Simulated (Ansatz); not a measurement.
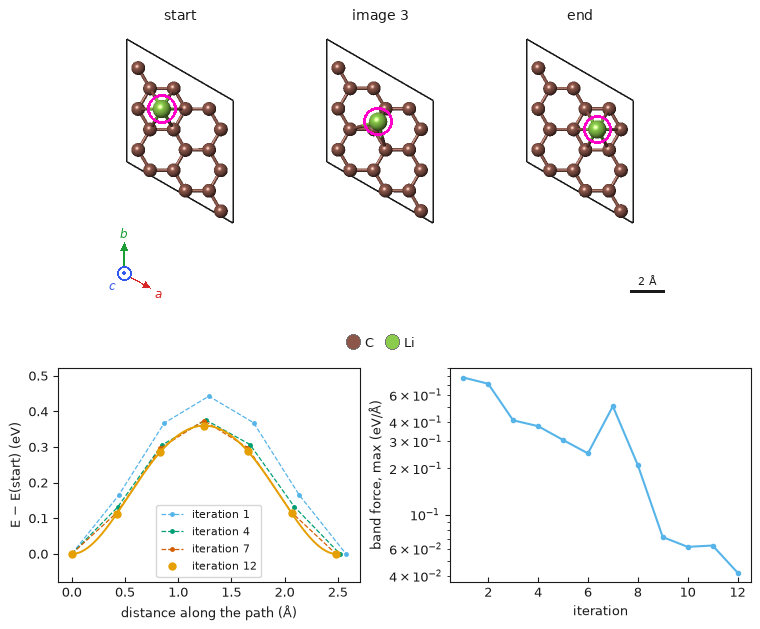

NEB run on Li on graphene monolayer (19 atoms in the cell). Images are numbered from 0 (start) to 6 (end). The plot follows the band through its iterations. Style: ball-and-stick. Shown: the simulation cell, with the vacuum cut short (origin moved), along the c axis. The moving atom is ringed, with any periodic copies. Bonds to atoms that aren't drawn are left out.

Theory: DFT PBE, scalar-relativistic, plane waves, PAW (Ansatz). Run with plane-wave cutoff 420 eV; k-point mesh 2 × 2 × 1; Gaussian smearing 0.05 eV; spin collinear; 5 movable images; climbing image; force threshold 0.05 eV/Å; iteration limit 72; spring constant 2.0 eV/Å²; optimiser L-BFGS; starting path by image-dependent pair potential.

### How did the profile develop, and is the result final?

The run is converged, with reservations. The band converged in 12 iterations. The largest component of the band force went from 0.78 to 0.042 eV/Å. The climbing image converged on the top of the path. A check of its curvatures didn't confirm a first-order saddle. The first iteration put the highest image at 0.44 eV. The barrier is about 0.36 eV in both directions, with image 3 at the top; the ends have the same energy.

Limits of the set-up: the k-point mesh is coarse for a cell with partly filled bands; the periodic images lie only 7.4 Å apart, so the values are limited by the cell's size.

The run took 4.5 min on 2 threads of AMD EPYC 7B13 (Zen 3), with other jobs on the host, peak memory 1.9 GiB.
